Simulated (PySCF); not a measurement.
**F6S, SMILES `FS(F)(F)(F)(F)F`: what the electrons do**

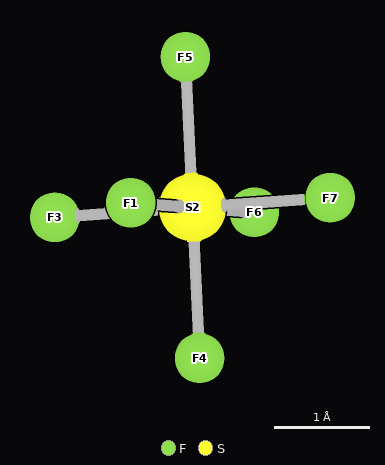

The molecule, with its atoms numbered as below. No frequency check shows the geometry to be a minimum.

Geometry (Å), atoms numbered from 1:

```
F1      -1.0660   -0.5662    1.0353
S2       0.0001    0.0000   -0.0000
F3      -1.1423    0.1439   -1.0971
F4       0.2968   -1.4791   -0.5031
F5      -0.2970    1.4792    0.5031
F6       1.0662    0.5662   -1.0354
F7       1.1422   -0.1440    1.0972
```

### 1. Bonding charge

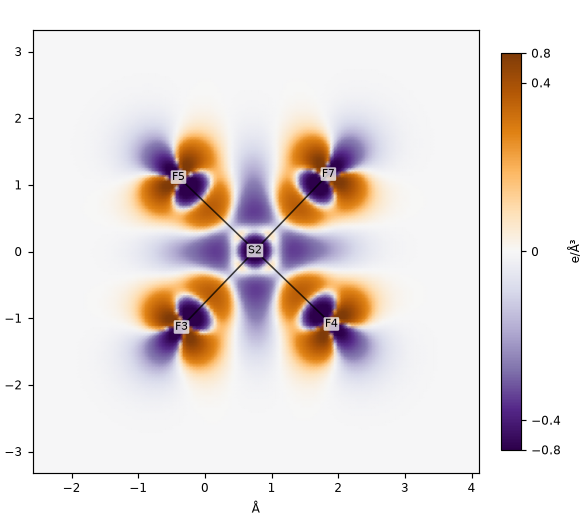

Deformation density (molecule less spherical, spin-averaged free atoms) in the plane of S2, F3, F4, F5 and F7; colour scale in e/Å³, logarithmic beyond ±0.1; orange: gain, purple: loss.

Level of theory: LDA (SVWN)/def2-TZVP (PySCF), at a geometry from GFN2-xTB.

**Describe the bonding that the map shows.**

S2–F4, S2–F7, S2–F3 and S2–F5: +0.05 e/Å³ at the bond critical point (bond length 1.59 Å, Mayer order 1.1); up to 0.6 Å beside the axis the gain reaches +0.27 e/Å³. In all, 1.4 electrons gather in the regions of gain relative to the promolecule. A small or negative value marks a very polar bond, one between electron-rich atoms, whose free-atom densities already overlap strongly, a long bond to a heavier atom, or a closed-shell contact such as a hydrogen bond.

**Where do the Hirshfeld charges lie?**

The highest Hirshfeld charge is on S2 (+0.56 e), the lowest on F1, F3, F4, F5, F6 and F7 (−0.09 e).

### 2. Electrostatic potential

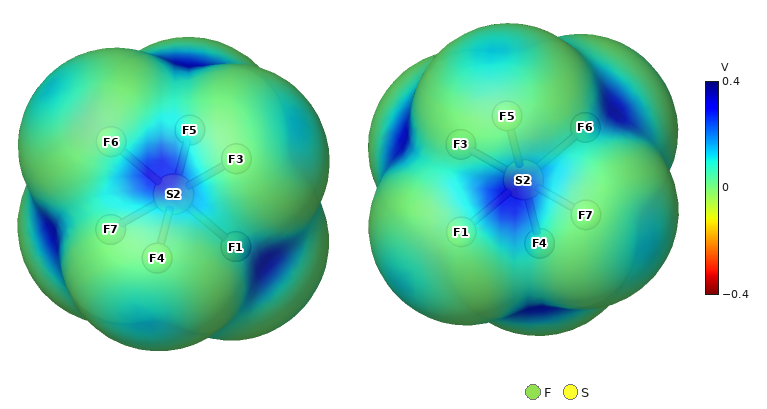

Electrostatic potential on the surface of electron density 0.001 a.u. (back view left, front view right).

**Where are the extremes of the potential on the surface?**

Highest: 0.34 V, near F7 (1.89 Å), F6 (1.93 Å) and F5 (1.96 Å), over S2 (2.3 Å), and at like points elsewhere. Lowest: 0.00 V, 1.7 Å from F1, and at like points elsewhere. The surface is sampled at points, so like sites can differ by a few per cent and only the strongest of them is named.

### 3. Removing or adding an electron

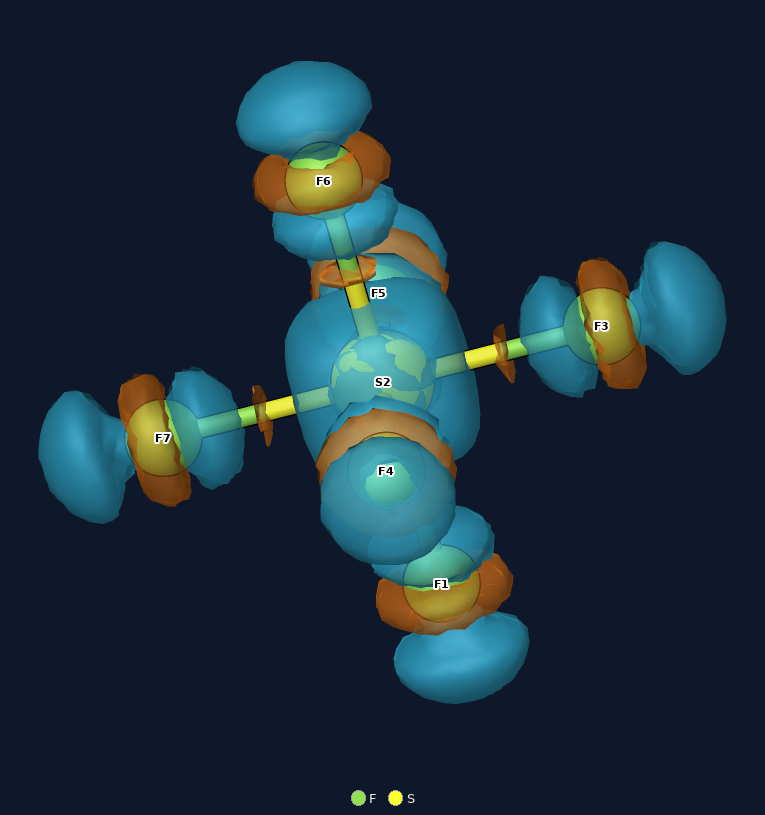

Fukui function f⁺ = ρ(N+1) − ρ(N) at fixed geometry, surfaces at ±0.04 e/Å³ (light blue positive, orange negative).

PySCF calculation, ωB97X/6-31+G*, gas phase; geometry: GFN2-xTB.

**On which atoms does the density change most on addition of an electron?**

f⁺ (Hirshfeld-condensed) is largest on S2 (0.17) and F1, F3, F4, F5, F6 and F7 (0.14 each); the vertical electron affinity is 0.09 eV (the stability of the anion's solution wasn't checked). Condensed values hint at sites of nucleophilic attack but needn't mark the atom that reacts. Shares this close don't rank the sites. Orbital relaxation makes it negative in places (0.18 e in all).

```tsv
atom	f⁺	charge
F1	+0.14	−0.11
S2	+0.17	+0.68
F3	+0.14	−0.11
F4	+0.14	−0.11
F5	+0.14	−0.11
F6	+0.14	−0.11
F7	+0.14	−0.11
```
